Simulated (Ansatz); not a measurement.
**CH₄B₂ (SMILES BB=C): density, localisation and related maps**

```yaml
atoms:
  - { symbol: C, position_ang: [0.5680, -0.0318, -1.7612] }
  - { symbol: B, position_ang: [-0.5098, -0.1759, -0.8909] }
  - { symbol: B, position_ang: [-1.7495, -0.3418, 0.1102] }
  - { symbol: H, position_ang: [-1.6159, -0.8571, 1.1772] }
  - { symbol: H, position_ang: [-2.8376, 0.0457, -0.1858] }
  - { symbol: H, position_ang: [1.5682, -0.3750, -1.5176] }
  - { symbol: H, position_ang: [0.4755, 0.4326, -2.7376] }
```

Geometry: B3LYP-D4/def2-TZVP.

Theory: isolated molecule in a Gaussian basis; Kohn-Sham density functional theory, functional PBE0 in Ansatz 0.2.0.

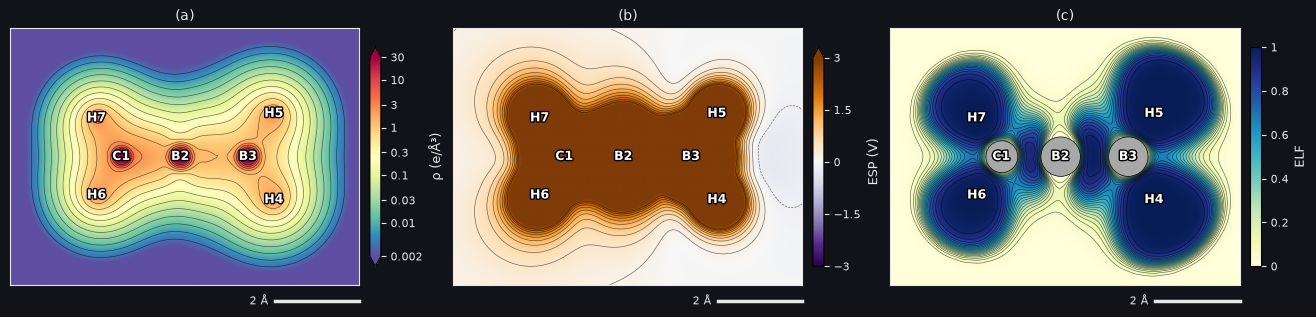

Figure 1. (a) total electron density; (b) molecular electrostatic potential; (c) electron localisation function on the molecular plane. Grey discs cover the atomic cores in the ELF map.

> What do the fields say about this system?

Atoms in the plane: C, B and H.
C–B (1.39 Å): ρ is about 1.9 e/Å³ halfway; the ELF peaks at about 0.95 between the atoms (a covalent bond).
B–B (1.60 Å): ρ at the midpoint is about 1.2 e/Å³; the ELF peaks at about 1 between the atoms (localised, covalent bonding).
C–H (1.09 Å): ρ at the midpoint is about 2 e/Å³; the ELF climbs to about 1 towards the hydrogen, as it does in any bond to H: an ordinary covalent bond to hydrogen.
B–H (1.19 Å): the density is about 1.3 e/Å³ at the midpoint; the ELF climbs to about 1 towards the hydrogen: an ordinary covalent bond to hydrogen.
Outside the dense part of the molecule the potential is most negative (−0.3 V) near H4 and H5.

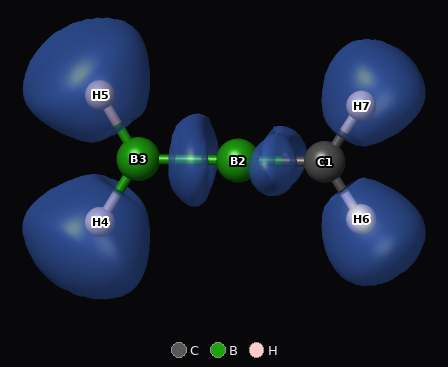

Figure 2. Isosurface of the electron localisation function at 0.85 (blue), seen across its widest extent. Core shells and regions of very low density are left out.

> What do the ELF domains correspond to?

The surface consists of one region between bonded B–B atoms (shared pairs), one region between bonded B–C atoms (shared pairs) and four regions around hydrogen nuclei.

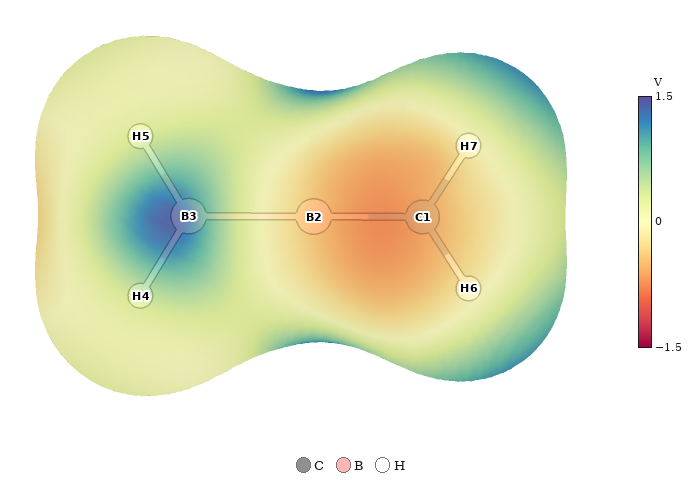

Figure 3. The molecular electrostatic potential painted on the density surface at 0.002 e/bohr³, seen across its widest extent; red is negative and blue positive.

> Which sites attract a positive test charge, and which a negative one?

A positive charge is drawn to the negative regions and a negative charge to the positive ones. The most negative region (about −0.7 V) lies over C1, the most positive (about +1.3 V) over B2 and B3.
